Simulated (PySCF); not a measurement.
# C8H12 (SMILES C=C(C)C1=CCCC1): what the fields show

The calculation's input:

```
{"job": {"xc": "PBE0", "basis": "pcSseg-1", "kind": "nmr", "pop": true}, "charge": 0, "multiplicity": 1}
C      2.006489     0.134711     1.472542
C      1.491181    -0.033925     0.255136
C      2.379138    -0.248591    -0.937047
C      0.056229    -0.029899     0.014367
C     -0.566159    -0.304792    -1.134081
C     -2.055987    -0.250104    -1.010437
C     -2.274657     0.438924     0.344765
C     -0.949622     0.264384     1.102004
H      3.070950     0.124353     1.636741
H      1.395603     0.279774     2.345761
H      2.196445    -1.230059    -1.372218
H      3.425730    -0.185740    -0.650936
H      2.177588     0.501299    -1.700154
H     -0.099481    -0.575299    -2.065006
H     -2.521371     0.291964    -1.835534
H     -2.465798    -1.265354    -1.014218
H     -3.119607     0.021186     0.889743
H     -2.468144     1.500688     0.186548
H     -0.996149    -0.578447     1.796873
H     -0.687528     1.155605     1.672114
```

Run with:

```sh
OMP_NUM_THREADS=1 python ens_run.py task.json out
```

Geometry: GFN2-xTB.

All numbers below come from PBE0/pcSseg-1, SCF density, gas phase, non-relativistic in PySCF 2.14.0.

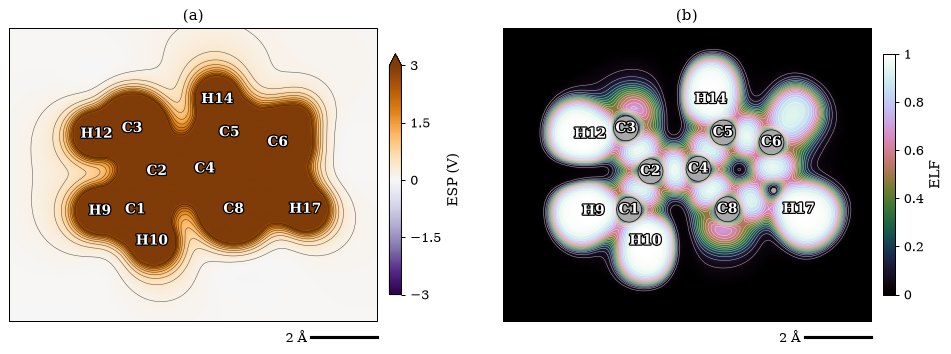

Figure 1. (a) electrostatic potential; (b) electron localisation function on the plane of atoms C1, C2 and C4. Grey discs cover the atomic cores in the ELF map.

Interpret the plot.

Answer. Atoms in the plane: C and H. C–C (1.33 Å): the ELF peaks at about 0.95 between the atoms: a multiple bond. C–H (1.08 Å): the ELF climbs to about 1 towards the hydrogen, as it does in any bond to H; an ordinary covalent bond to hydrogen. C–C (1.46 Å): the ELF peaks at about 0.95 between the atoms (localised, covalent bonding). C–C (1.50 Å): the ELF peaks at about 0.95 between the atoms, as expected for a shared electron pair. C–C (1.51 Å): the ELF peaks at about 0.95 between the atoms: a shared electron pair. The potential has no marked negative region in this plane.

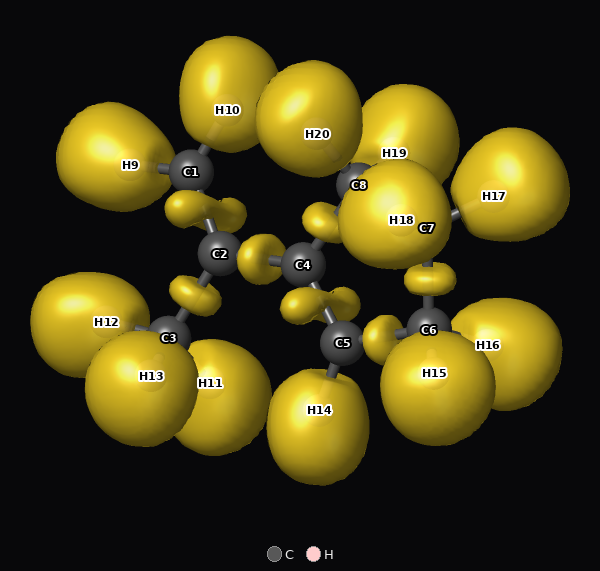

Figure 2. Isosurface of the ELF at 0.85 (yellow), seen at a tilt. Only the valence region is drawn (cores and ρ < 0.01 e/Å³ removed).

Identify the bonds, lone pairs and shells in this picture.

Answer. At this value the surface marks out eight regions between bonded C–C atoms (shared pairs) and twelve regions around hydrogen nuclei.

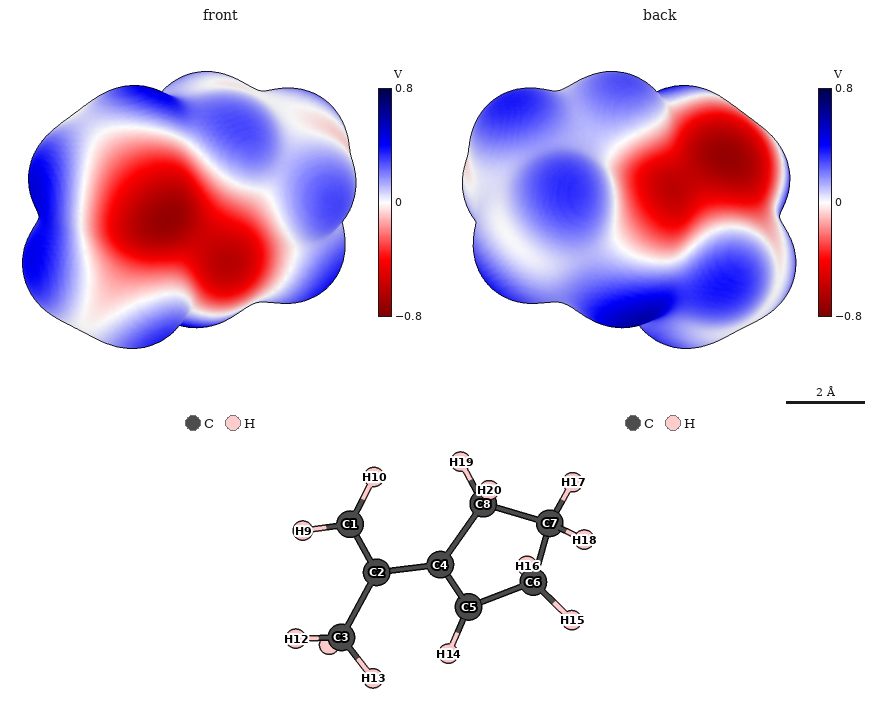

Figure 3. The molecular electrostatic potential painted on the density surface at 0.001 e/bohr³, seen from the front and from behind; the colour scale runs from red (negative) to blue (positive). The bare structure is drawn below in the same view.

Describe the electrostatic potential map.

Answer. The most negative region (about −0.7 V, or −16 kcal/mol for a unit charge) lies over the π face of C1 and C2, the most positive (about +0.6 V, or +14 kcal/mol for a unit charge) over H14.

How polar is the molecule by this calculation?

Answer. Its dipole moment is 0.44 D.

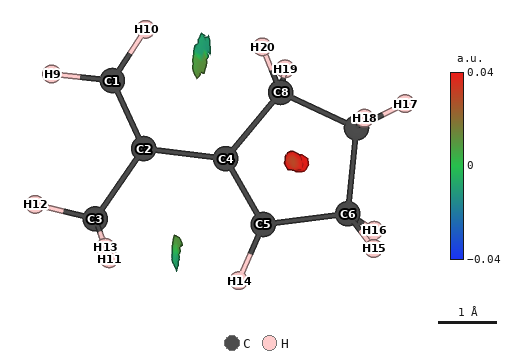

Figure 4. Non-covalent interaction (NCI) plot: the surface where the reduced density gradient is 0.5, for densities under 0.05 a.u., coloured by sign(λ₂)ρ; seen across its widest extent.

Which non-covalent interactions does the plot reveal?

Answer. Between H10 and C1 on one side and C8 and H20 on the other: a weak contact, attractive (blue-green) on one side and crowded (olive to red) on the other; between C3 and H11 on one side and C5 and H14 on the other: a weak contact, attractive (blue-green) on one side and crowded (olive to red) on the other; inside the ring or cage of C4, C5, C6, C7 and C8: steric crowding (red).
